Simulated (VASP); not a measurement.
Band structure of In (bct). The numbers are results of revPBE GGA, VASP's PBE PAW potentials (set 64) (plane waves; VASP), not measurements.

Unless said otherwise, spin-orbit coupling is left out, though it shifts the bands of the heavy elements here.

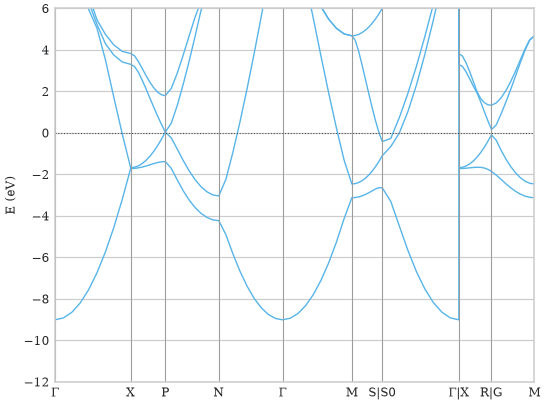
Figure. Bands along high-symmetry lines, zero at the valence-band maximum or, without a gap, the Fermi level

Problem. Read the plot: is there a gap, and where are the band edges?

Solution. It has no gap at this level: it comes out as a metal or semimetal. (Edges off the drawn lines would not show.)

The compound is In in the bct structure. It was relaxed first, which changed the volume by +8 %.
